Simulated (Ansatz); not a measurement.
SrVO₃ (cubic perovskite)

```yaml
crystal:
  lattice:
    - [3.85813, 0.00000, 0.00000]
    - [0.00000, 3.85813, 0.00000]
    - [0.00000, 0.00000, 3.85813]
  atoms:
    - { symbol: Sr, position: [0.00000, 0.00000, 0.00000] }
    - { symbol: V, position: [0.50000, 0.50000, 0.50000] }
    - { symbol: O, position: [0.00000, 0.50000, 0.50000] }
    - { symbol: O, position: [0.50000, 0.50000, 0.00000] }
    - { symbol: O, position: [0.50000, 0.00000, 0.50000] }
```

In each cell atom 1 (Sr, nearest neighbour O at 2.728 Å; its periodic images, 3.9 Å or more away, move with it) moves by s·(1.000, 0.000, 0.000) (along Cartesian x), the rest being held.

Method: PBE (plane waves to 420 eV, PAW, scalar-relativistic; Ansatz, a program for electronic structure). k mesh 10×10×10 (Γ-centred), Fermi-Dirac smearing 0.05 eV. E stands for the smeared free energy. With partly filled bands, energies and forces of such displacements shift with the k mesh and the smearing. SrVO3 is run without spin polarisation and with no Hubbard U. SrVO3 was relaxed with its symmetry unable to fall. The PAW data are Ansatz's earlier set. ΔE is measured from the undisplaced structure.

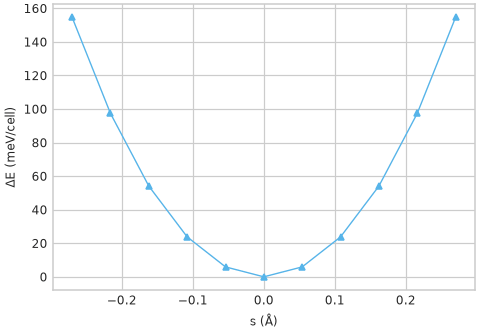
Fig. 1. ΔE (meV/cell) against s (Å); one marker a computed point.

The force constant k = d²E/ds² at s = 0 (finite differences) is 4.05 eV/Å² and the energy at s = 0.270 Å is 155 meV/cell. The force along the line at s = -0.270 Å is 1.20 eV/Å. Harmonic estimate at the end of the scan: ½ks² = 148 meV/cell against the computed 155 meV/cell, so the well is close to harmonic there. Symmetry of the curve: even: the same for both signs.

With its periodic images moving along, the atom's site symmetry in this cell is m-3m.

(For displaced atoms, the force is minus the slope of the energy, and its curvature is a force constant, which sets phonon frequencies.)
